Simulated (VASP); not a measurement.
Energy against volume of NaI (rock salt). Level of theory: PBE GGA with D4 dispersion, VASP's PBE PAW potentials (set 64) (plane waves; VASP).

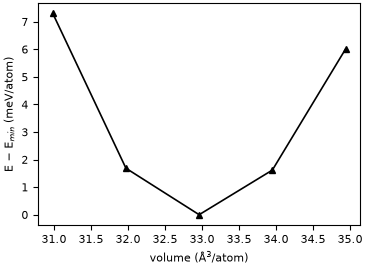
Figure: Energy against volume

Q: Estimate the equilibrium volume and the bulk modulus.

A: The minimum lies near 32.9 Å³/atom, and the curvature gives B0 of about 18 GPa.

The compound is NaI in the rock salt structure. It was relaxed first.
